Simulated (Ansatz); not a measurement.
# UHF/STO-3G run of GeNH4O (SMILES [NH][GeH2][OH])

Aim: the vertical electron affinity of GeNH4O at UHF/STO-3G, from 2 runs. 

Program for the calculation: Ansatz 0.2.0.

66 further runs of the same task are left out: 66 set aside as unsound or not needed.

**1. The system as given**

The species is GeNH4O (7 atoms), meant as a doublet with charge 0. As SMILES, `[NH][GeH2][OH]`. The coordinates come from a PBE0-D4/def2-TZVP relaxation. This is one conformer, not always the lowest.

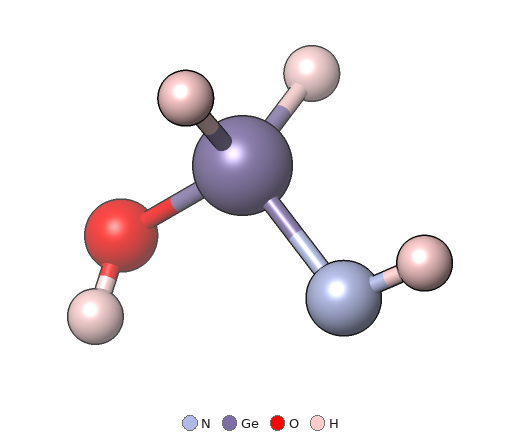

The structure, seen from a chosen angle (nitrogen light blue, germanium purple, oxygen red, hydrogen pink).

**2. The energy at UHF/STO-3G**

input.yaml reads:

```yaml
crystal:
  periodic: [false, false, false]
  atoms:
    - {symbol: "N", position_ang: [-1.180000, -0.629600, -0.704300]}
    - {symbol: Ge, position_ang: [0.091800, 0.357900, 0.227300]}
    - {symbol: O, position_ang: [1.488100, -0.708500, 0.454200]}
    - {symbol: H, position_ang: [-2.073700, -0.127300, -0.724700]}
    - {symbol: H, position_ang: [0.468500, 1.575300, -0.644200]}
    - {symbol: H, position_ang: [-0.348300, 0.758200, 1.642900]}
    - {symbol: H, position_ang: [1.614800, -1.294000, -0.296700]}
basis:
  gaussian:
    orbitals: STO-3G
magnetization:
  spin_polarized: true
  initial_magnetization: 1
hamiltonian:
  xc: hf
accuracy: high
output: {orbitals: {seedname: orbitals}}
```

Started as:

```console
ansatz run input.yaml --threads 1 --pin off --max-ram 3480MiB --events-out events.jsonl --progress --plain --runs-dir runs
```

Log:

```text
Warning: RAYON_NUM_THREADS=1 ignored (pool sized by the plan → 1); use --threads N
Functional definition: HF
  name "HF"
  exchange = exact_x
  correlation = 0
542 factors; integrals over basis functions are off by at most 5.2e-9 eV
mean field evaluation 1: about -59363.0506 eV, gradient 1.6e1 eV
mean field evaluation 2: about -59363.1223 eV, gradient 1.6e1 eV
mean field evaluation 4: about -59365.3984 eV, gradient 1.2e0 eV
mean field evaluation 8: about -59365.4224 eV, gradient 1.9e-4 eV
mean field -59365.42039694 eV, -2181.6389602603 hartree, gradient 2.4e-8 eV, S^2 0.759855; 0 other end points of the search recorded, 0 dependent functions left out
reference -59365.42039694 eV, -2181.6389602603 hartree; 26, 25 occupied and 6, 7 virtual orbitals, 542 factors
Total energy: -59365.42039694 eV, -2181.6389602603 hartree
```

Wall time 0.42 s (1 thread of Arm Neoverse V1, shared host).

**3. The singlet anion at the same level**

in.yaml reads:

```yaml
crystal:
  periodic: [false, false, false]
  atoms:
    - {symbol: "N", position_ang: [-1.180000, -0.629600, -0.704300]}
    - {symbol: Ge, position_ang: [0.091800, 0.357900, 0.227300]}
    - {symbol: O, position_ang: [1.488100, -0.708500, 0.454200]}
    - {symbol: H, position_ang: [-2.073700, -0.127300, -0.724700]}
    - {symbol: H, position_ang: [0.468500, 1.575300, -0.644200]}
    - {symbol: H, position_ang: [-0.348300, 0.758200, 1.642900]}
    - {symbol: H, position_ang: [1.614800, -1.294000, -0.296700]}
basis:
  gaussian:
    orbitals: STO-3G
total_charge: -1
hamiltonian:
  xc: hf
accuracy: high
output: {orbitals: {seedname: orbitals}}
```

Started as:

```console
ansatz run in.yaml --threads 1 --pin off --max-ram 3480MiB --events-out events.jsonl --progress --plain --runs-dir runs
```

Log:

```text
Warning: RAYON_NUM_THREADS=1 ignored (pool sized by the plan → 1); use --threads N
[... 4 set-up lines as earlier in the session ...]
542 factors; integrals over basis functions are off by at most 5.2e-9 eV
mean field evaluation 1: about -59356.4994 eV, gradient 2.6e1 eV
mean field evaluation 2: about -59356.5909 eV, gradient 2.7e1 eV
mean field evaluation 4: about -59359.4634 eV, gradient 2.0e0 eV
mean field evaluation 8: about -59359.4927 eV, gradient 4.1e-2 eV
mean field -59359.49274855 eV, -2181.4211231999 hartree, gradient 1.6e-8 eV, S^2 0.000000; 0 other end points of the search recorded, 0 dependent functions left out
reference -59359.49274855 eV, -2181.4211231999 hartree; 26, 26 occupied and 6, 6 virtual orbitals, 542 factors
Total energy: -59359.49274855 eV, -2181.4211231999 hartree
```

Run time: 0.3 s. Hardware: 1 thread of Arm Neoverse V1, shared host.

**4. What came out**

Level: UHF/STO-3G.

```
                                                            quantity           value
                                        doublet GeNH4O: total energy  -2181.63896 Eh
                  doublet GeNH4O: HOMO energy (highest over α and β)        -8.21 eV
                   doublet GeNH4O: LUMO energy (lowest over α and β)         8.31 eV
                                                doublet GeNH4O: ⟨S²⟩           0.760
                                         singlet anion: total energy  -2181.42112 Eh
                                          singlet anion: HOMO energy         3.22 eV
                                          singlet anion: LUMO energy        18.45 eV
singlet anion: HOMO–LUMO gap (to an unbound level, set by the basis)        15.23 eV
                   vertical electron affinity (to the singlet anion)       -5.928 eV
```

**Reading.** The anion lies 5.93 eV (572 kJ/mol) above the neutral: the electron isn't bound at this level, and such a value depends on the basis. Without diffuse functions anions come out too high. Hartree–Fock misses the correlation that binds many anions. In a minimal basis such a difference can be off by several eV, whatever the method. The HOMO (singlet anion) lies at positive energy, 3.22 eV: the electron is unbound at this level or held by a compact basis; values depend on the basis.
